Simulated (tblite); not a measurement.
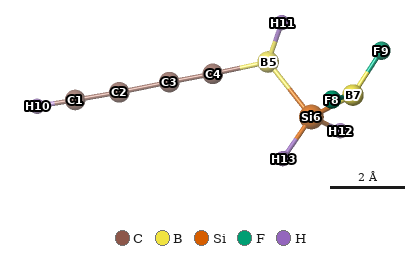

Fig. 1: The structure as given in the input (ball-and-stick view, seen at a tilt; atoms are numbered from 1 in the order of the input). Bond lengths as drawn: B–C 1.55 Å, B–F 1.46 Å, B–H 1.19 Å, B–Si 1.94 to 1.96 Å, C–C 1.21 to 1.40 Å, C–H 1.06 Å and H–Si 1.46 to 1.49 Å.

**C₄H₄B₂F₂Si: geometry relaxation (part 1 of 2)**

The run: geometry relaxation of C₄H₄B₂F₂Si. Method and program: GFN2-xTB geometry optimisation, gas phase (tblite 0.8.0).

It belongs to a series of runs on one base structure; here: C replaced by Si.

## The program's output
```
step      E/eV     max force
  0    -657.32947    3.561
  1    -657.71614    3.942
  2    -657.91504    3.735
  3    -658.07770    2.067
  4    -658.13000    1.557
  5    -658.22037    0.584
  6    -658.26751    0.417
  7    -658.28191    0.336
  8    -658.29925    0.281
  9    -658.30655    0.316
 10    -658.31624    0.373
 11    -658.32553    0.291
 12    -658.33358    0.213
 13    -658.33857    0.186
 14    -658.34214    0.179
 15    -658.34562    0.190
 16    -658.34930    0.142
 17    -658.35216    0.168
 18    -658.35460    0.160
 19    -658.35769    0.211
 20    -658.36219    0.254
 21    -658.36749    0.207
 22    -658.37247    0.226
 23    -658.37713    0.227
 24    -658.38155    0.237
 25    -658.38544    0.264
 26    -658.38841    0.191
 27    -658.39033    0.122
 28    -658.39163    0.089
 29    -658.39262    0.073
 30    -658.39331    0.062
 31    -658.39394    0.070
 32    -658.39474    0.105
 33    -658.39575    0.106
 34    -658.39670    0.101
 35    -658.39735    0.087
 36    -658.39783    0.067
 37    -658.39845    0.081
 38    -658.39935    0.120
 39    -658.40034    0.106
 40    -658.40102    0.058
 41    -658.40131    0.038
 42    -658.40146    0.036
 43    -658.40166    0.049
 44    -658.40188    0.041
 45    -658.40208    0.044
 46    -658.40221    0.033
 47    -658.40230    0.032
 48    -658.40239    0.026
 49    -658.40249    0.028
 50    -658.40259    0.031
 51    -658.40268    0.021
 52    -658.40273    0.019
 53    -658.40277    0.020
 54    -658.40281    0.024
 55    -658.40289    0.030
 56    -658.40298    0.030
 57    -658.40307    0.022
 58    -658.40314    0.020
 59    -658.40320    0.021
 60    -658.40330    0.037
 61    -658.40345    0.049
 62    -658.40360    0.038
 63    -658.40370    0.024
 64    -658.40375    0.018
 65    -658.40380    0.030
 66    -658.40391    0.053
 67    -658.40412    0.075
 68    -658.40447    0.084
 69    -658.40483    0.059
 70    -658.40505    0.032
 71    -658.40517    0.033
 72    -658.40532    0.039
 73    -658.40558    0.058
 74    -658.40595    0.058
 75    -658.40634    0.047
 76    -658.40663    0.046
 77    -658.40687    0.042
 78    -658.40710    0.051
 79    -658.40731    0.045
 80    -658.40752    0.046
 81    -658.40767    0.032
 82    -658.40784    0.039
 83    -658.40794    0.025
 84    -658.40807    0.036
 85    -658.40821    0.038
 86    -658.40840    0.037
 87    -658.40879    0.052
 88    -658.40940    0.059
 89    -658.41003    0.050
 90    -658.41043    0.051
 91    -658.41061    0.048
 92    -658.41069    0.048
 93    -658.41089    0.035
 94    -658.41114    0.034
 95    -658.41145    0.045
 96    -658.41174    0.034
 97    -658.41191    0.029
 98    -658.41203    0.033
 99    -658.41218    0.034
100    -658.41248    0.042
101    -658.41289    0.052
102    -658.41339    0.054
103    -658.41390    0.086
104    -658.41424    0.077
105    -658.41457    0.077
106    -658.41470    0.109
107    -658.41486    0.031
108    -658.41495    0.057
109    -658.41507    0.069
110    -658.41514    0.015
111    -658.41519    0.030
112    -658.41524    0.026
113    -658.41528    0.026
114    -658.41534    0.020
115    -658.41545    0.035
116    -658.41566    0.052
117    -658.41586    0.042
118    -658.41603    0.042
119    -658.41617    0.057
120    -658.41636    0.050
121    -658.41661    0.050
122    -658.41735    0.067
123    -658.41803    0.107
124    -658.41875    0.124
125    -658.41866    0.090
126    -658.41945    0.056
127    -658.41957    0.027
128    -658.41965    0.021
129    -658.41970    0.018
130    -658.41973    0.015
131    -658.41976    0.015
132    -658.41980    0.022
133    -658.41984    0.019
134    -658.41989    0.019
135    -658.41992    0.015
136    -658.41995    0.013
137    -658.41998    0.014
138    -658.42001    0.016
139    -658.42003    0.016
140    -658.42006    0.015
141    -658.42010    0.016
142    -658.42016    0.017
143    -658.42022    0.020
144    -658.42027    0.023
145    -658.42031    0.024
146    -658.42035    0.016
147    -658.42038    0.014
148    -658.42041    0.014
149    -658.42042    0.013
150    -658.42044    0.014
151    -658.42047    0.015
152    -658.42050    0.013
153    -658.42054    0.016
154    -658.42063    0.024
155    -658.42077    0.035
156    -658.42101    0.052
157    -658.42128    0.049
158    -658.42164    0.043
159    -658.42175    0.046
160    -658.42187    0.036
161    -658.42197    0.028
162    -658.42208    0.016
163    -658.42212    0.035
164    -658.42217    0.019
165    -658.42221    0.013
166    -658.42225    0.016
167    -658.42226    0.012
168    -658.42227    0.009
```

## Trajectory as extended XYZ (Å, eV, eV/Å), 17 of the 169 frames kept, from step=0 to step=168
```
13
Properties=species:S:1:pos:R:3:forces:R:3 step=0 energy=-657.32947
C     4.4212    0.8878    1.1771   -1.8950  -0.8080  -0.4180
C     3.3190    0.4137    0.9114    0.2900   0.1010   0.1620
C     2.0632   -0.1533    0.6385    2.1650   0.9630   0.4050
C     0.9729   -0.6300    0.3958   -1.8210  -1.2430  -0.3500
B    -0.4072   -1.2786    0.0970    1.1970   1.2180   1.1790
Si   -1.4992   -0.4238   -1.2829    0.1340   0.3750  -0.5720
B    -3.2823   -0.2542   -0.5297   -1.2910  -0.3580   3.2990
F    -3.4985    0.9096    0.3164   -0.0670  -2.8160  -1.8140
F    -3.9194   -1.4775   -0.0635    0.9340   3.0700  -0.8960
H     5.3666    1.3010    1.4198   -0.3960  -0.1700  -0.1390
H    -0.9916   -1.8973    0.9243    0.5880  -0.1490  -0.2330
H    -1.5078   -1.2279   -2.5024    0.0850   0.0270  -0.3610
H    -1.0413    0.9698   -1.5194    0.0770  -0.2100  -0.2610
13
Properties=species:S:1:pos:R:3:forces:R:3 step=10 energy=-658.31624
C     4.3599    0.8630    1.1689   -0.0090  -0.0150  -0.0090
C     3.2815    0.3851    0.9060    0.0920  -0.0030   0.0150
C     2.0742   -0.1568    0.6349    0.0230   0.0000   0.0430
C     0.9790   -0.6635    0.4362    0.1220   0.1460   0.0430
B    -0.3793   -1.1615    0.1723    0.1290  -0.1420   0.0340
Si   -1.4505   -0.4063   -1.2904   -0.3460   0.1030   0.0950
B    -3.2109   -0.2974   -0.3627   -0.0200   0.0450  -0.0780
F    -3.6090    0.8008    0.2676   -0.0390  -0.1050  -0.0220
F    -3.9895   -1.3359   -0.0857    0.0520   0.1280  -0.0530
H     5.2987    1.2750    1.3951   -0.0520  -0.0080  -0.0200
H    -0.8556   -1.9331    0.9094    0.0100  -0.1690   0.0640
H    -1.4866   -1.1934   -2.5391    0.0200   0.0770   0.0650
H    -1.0161    0.9630   -1.6301    0.0200  -0.0570  -0.1760
13
Properties=species:S:1:pos:R:3:forces:R:3 step=21 energy=-658.36749
C     4.3923    0.8631    1.1678    0.0370   0.0330   0.0180
C     3.3131    0.3793    0.9243    0.0250   0.0160   0.0090
C     2.0976   -0.1530    0.6746    0.0240   0.0190   0.0080
C     0.9913   -0.6283    0.4652    0.0070   0.0320   0.0690
B    -0.3536   -1.1697    0.2046    0.0080  -0.1070  -0.1370
Si   -1.4794   -0.3830   -1.2196   -0.1140   0.0920  -0.1460
B    -3.2724   -0.2343   -0.3713    0.1350  -0.0660   0.0480
F    -3.7191    0.8290    0.2842   -0.0300  -0.1180  -0.0950
F    -4.0309   -1.3048   -0.1699   -0.0590   0.1630  -0.0180
H     5.3244    1.2942    1.3822   -0.0080  -0.0250  -0.0190
H    -0.7382   -2.0740    0.8482    0.0120   0.0040  -0.0110
H    -1.5155   -1.1976   -2.4612   -0.0300  -0.0140   0.1920
H    -1.0142    0.9184   -1.7471   -0.0060  -0.0290   0.0810
13
Properties=species:S:1:pos:R:3:forces:R:3 step=32 energy=-658.39474
C     4.4238    0.8763    1.1735    0.0400   0.0200   0.0110
C     3.3375    0.3980    0.9572   -0.0030   0.0270   0.0120
C     2.1191   -0.1285    0.7190   -0.0350  -0.0090  -0.0150
C     1.0150   -0.6026    0.4981   -0.0430  -0.0460  -0.0120
B    -0.2986   -1.1903    0.1774   -0.0710  -0.0040  -0.0190
Si   -1.4955   -0.3687   -1.1646    0.0050  -0.0330   0.0220
B    -3.3006   -0.2047   -0.3625   -0.0070  -0.0060   0.0010
F    -3.7987    0.8595    0.2462    0.0200   0.0220  -0.0120
F    -4.1176   -1.2432   -0.2733   -0.0310   0.0140   0.0040
H     5.3647    1.2937    1.3592    0.0980   0.0320   0.0180
H    -0.6331   -2.1745    0.7234    0.0430  -0.0170   0.0140
H    -1.5960   -1.2783   -2.3252    0.0050   0.0090  -0.0410
H    -1.0245    0.9025   -1.7460   -0.0190  -0.0070   0.0170
13
Properties=species:S:1:pos:R:3:forces:R:3 step=42 energy=-658.40146
C     4.4352    0.8883    1.1818   -0.0020  -0.0050  -0.0030
C     3.3371    0.4306    0.9745    0.0000  -0.0210  -0.0240
C     2.1214   -0.1052    0.7249   -0.0230   0.0000   0.0020
C     1.0297   -0.6050    0.4932   -0.0230   0.0070  -0.0140
B    -0.2758   -1.2183    0.1711   -0.0150   0.0050  -0.0090
Si   -1.5073   -0.4054   -1.1485   -0.0050  -0.0090   0.0350
B    -3.3214   -0.2065   -0.3654    0.0050   0.0050   0.0080
F    -3.7821    0.8913    0.2134    0.0150   0.0140   0.0000
F    -4.1946   -1.1984   -0.2854    0.0080  -0.0010  -0.0070
H     5.3897    1.2845    1.3578   -0.0020   0.0180   0.0170
H    -0.5686   -2.2214    0.7092    0.0220   0.0050  -0.0090
H    -1.6103   -1.2797   -2.3364    0.0110  -0.0100  -0.0060
H    -1.0575    0.8845   -1.7081    0.0080  -0.0090   0.0100
13
Properties=species:S:1:pos:R:3:forces:R:3 step=52 energy=-658.40273
C     4.4321    0.8878    1.1823   -0.0020   0.0070   0.0020
C     3.3360    0.4295    0.9661    0.0010   0.0010  -0.0130
C     2.1189   -0.1026    0.7168   -0.0070   0.0090   0.0060
C     1.0229   -0.5940    0.4883    0.0070  -0.0180  -0.0010
B    -0.2741   -1.2252    0.1708    0.0030  -0.0050  -0.0060
Si   -1.5125   -0.4165   -1.1395   -0.0010   0.0030   0.0110
B    -3.3253   -0.2003   -0.3641    0.0020   0.0050  -0.0010
F    -3.7720    0.9060    0.2094    0.0010   0.0000   0.0060
F    -4.2129   -1.1797   -0.2915   -0.0020   0.0070   0.0040
H     5.3819    1.2911    1.3681   -0.0010   0.0040   0.0070
H    -0.5355   -2.2421    0.6971   -0.0080  -0.0050  -0.0010
H    -1.6082   -1.2885   -2.3295   -0.0010  -0.0090  -0.0080
H    -1.0556    0.8736   -1.6920    0.0080   0.0020  -0.0060
13
Properties=species:S:1:pos:R:3:forces:R:3 step=63 energy=-658.40370
C     4.4165    0.9043    1.1862   -0.0030   0.0010   0.0020
C     3.3269    0.4409    0.9486    0.0000  -0.0110   0.0080
C     2.1155   -0.1022    0.6940   -0.0040  -0.0050   0.0120
C     1.0278   -0.6173    0.4777    0.0040  -0.0020  -0.0050
B    -0.2708   -1.2484    0.1666    0.0020   0.0000  -0.0090
Si   -1.5099   -0.4250   -1.1333   -0.0040   0.0070   0.0080
B    -3.3200   -0.1846   -0.3556    0.0060   0.0020  -0.0060
F    -3.7499    0.9249    0.2249    0.0120  -0.0060   0.0000
F    -4.2234   -1.1501   -0.2892    0.0060   0.0080   0.0020
H     5.3622    1.3083    1.3918   -0.0080   0.0100  -0.0070
H    -0.5355   -2.2694    0.6822    0.0080  -0.0060   0.0120
H    -1.6094   -1.2985   -2.3218   -0.0180  -0.0100  -0.0120
H    -1.0344    0.8562   -1.6900   -0.0010   0.0110  -0.0040
13
Properties=species:S:1:pos:R:3:forces:R:3 step=74 energy=-658.40595
C     4.3708    0.9468    1.2008   -0.0010   0.0000  -0.0030
C     3.3031    0.4416    0.9488    0.0180  -0.0110   0.0080
C     2.1132   -0.1396    0.6799   -0.0100   0.0050   0.0080
C     1.0391   -0.6761    0.4489    0.0110   0.0240   0.0110
B    -0.2602   -1.3064    0.1409    0.0060   0.0160  -0.0160
Si   -1.4989   -0.4474   -1.1375   -0.0280   0.0110   0.0500
B    -3.2881   -0.1396   -0.3336   -0.0020  -0.0120   0.0070
F    -3.6731    0.9729    0.2734    0.0220  -0.0410  -0.0180
F    -4.2271   -1.0726   -0.2876    0.0050   0.0390   0.0160
H     5.2971    1.3887    1.4159   -0.0050   0.0060  -0.0040
H    -0.5182   -2.3273    0.6582   -0.0250  -0.0200  -0.0080
H    -1.6679   -1.3181   -2.3177   -0.0030  -0.0260  -0.0430
H    -0.9941    0.8164   -1.7081    0.0130   0.0080  -0.0080
13
Properties=species:S:1:pos:R:3:forces:R:3 step=84 energy=-658.40807
C     4.3306    0.9862    1.2124   -0.0200  -0.0100  -0.0060
C     3.2881    0.4325    0.9560   -0.0060   0.0200   0.0040
C     2.1112   -0.1731    0.6795   -0.0120   0.0020   0.0070
C     1.0415   -0.7146    0.4383    0.0060  -0.0010   0.0090
B    -0.2534   -1.3491    0.1153    0.0010   0.0020  -0.0080
Si   -1.4937   -0.4749   -1.1515   -0.0120   0.0020   0.0050
B    -3.2562   -0.1116   -0.3119   -0.0110   0.0020   0.0050
F    -3.5756    1.0081    0.3189    0.0170  -0.0210  -0.0060
F    -4.2409   -0.9958   -0.2628    0.0270   0.0230   0.0060
H     5.2351    1.4693    1.4327   -0.0040  -0.0170  -0.0050
H    -0.5208   -2.3760    0.6179    0.0120  -0.0010  -0.0050
H    -1.7149   -1.3345   -2.3341    0.0120  -0.0090   0.0040
H    -0.9553    0.7728   -1.7283   -0.0110   0.0080  -0.0110
```
